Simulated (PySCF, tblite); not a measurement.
# C₆H₉N₃: geometry, infrared bands and NMR shifts

Wanted: the infrared bands and NMR shifts of C₆H₉N₃ (`Cn1nncc1C1CC1`), by calculation.

Computed with tblite 0.8.0 and PySCF 2.14.0, with density-fitted response routines of our own, on a single molecule in the gas phase. Atoms are numbered from 0 throughout.

### Step 1. The molecule as given

18 atoms, charge 0, multiplicity 1; geometry from: force field or distance geometry start.

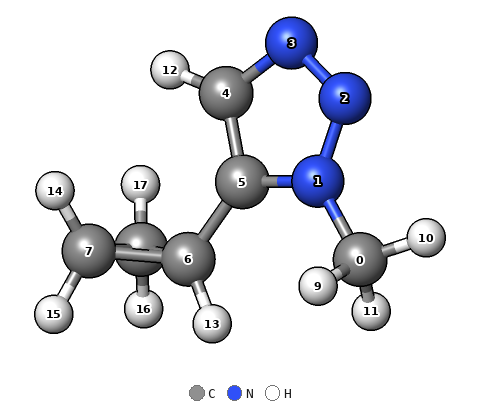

The starting geometry (carbon grey, nitrogen blue, hydrogen white), atoms numbered.

### Step 2. Relaxing the molecule with GFN2-xTB

What the job is given:

```
{"job": {"kind": "relax", "xc": "GFN2-xTB", "basis": "xTB"}, "charge": 0, "multiplicity": 1}
C      2.167000    -1.236100    -0.456200
N      1.651800     0.101900    -0.134000
N      2.379800     1.193800     0.066600
N      1.601300     2.243500     0.341900
C      0.325100     1.776500     0.354600
C      0.341900     0.411700     0.042400
C     -0.831500    -0.493100    -0.068700
C     -1.981200    -0.329100     0.895800
C     -2.088600     0.174500    -0.531700
H      2.025000    -1.909100     0.423200
H      3.230500    -1.094000    -0.735400
H      1.650900    -1.660300    -1.352600
H     -0.583000     2.361400     0.554300
H     -0.602900    -1.544300    -0.315300
H     -1.961000     0.402500     1.716900
H     -2.542800    -1.274200     1.093500
H     -2.655100    -0.406900    -1.278000
H     -2.136100     1.287500    -0.628900
```

Started as:

```sh
OMP_NUM_THREADS=1 python probes_run.py task.json out
```

The driver reads the jobs from task.json and runs them one after another.

**Question.** This job is followed by: GFN2-xTB harmonic vibrations, gas phase; GIAO PBE0/pcSseg-1 NMR shielding, non-relativistic, gas phase. Predict these results of the whole session: strongest single infrared mode (GFN2-xTB); zero-point energy (GFN2-xTB); ¹³C shifts against TMS (PBE0/pcSseg-1, means over atoms taken as alike); ¹H shifts against TMS (PBE0/pcSseg-1, means over atoms taken as alike); ¹⁵N shifts against NH3 (PBE0/pcSseg-1).

As calculated:

| quantity | value |
| --- | --- |
| strongest single infrared mode (GFN2-xTB) | 1373 cm⁻¹, 51 km/mol |
| zero-point energy (GFN2-xTB) | 91.8 kcal/mol |
| ¹³C shifts against TMS (PBE0/pcSseg-1, means over atoms taken as alike) | 147.9, 130.1, 34.8, 14.9, 8.3 ppm |
| ¹H shifts against TMS (PBE0/pcSseg-1, means over atoms taken as alike) | 7.10, 4.17, 1.70, 1.22, 0.74 ppm |
| ¹⁵N shifts against NH3 (PBE0/pcSseg-1) | 400.3, 384.3, 256.4 ppm |

In words: The optimisation took 66 steps and gained 0.497 eV; among the close pairs (by a distance rule), N2–N3 changed most, from 1.336 to 1.278 Å. No mode is imaginary among the 48: a minimum at this level. The strongest single mode, at 1373 cm⁻¹, is spread over several atoms, C4, N3, C6, N2 among them. Unscaled tight-binding wavenumbers are off by several per cent, some by more. Its intensities can rank the bands wrongly. At PBE0/pcSseg-1: The widest tensor belongs to N3: span 561 ppm, with a paramagnetic part of -445 ppm. NICS(1)zz of -31 ppm above the planar ring from N1 marks a diatropic (aromatic) ring current.
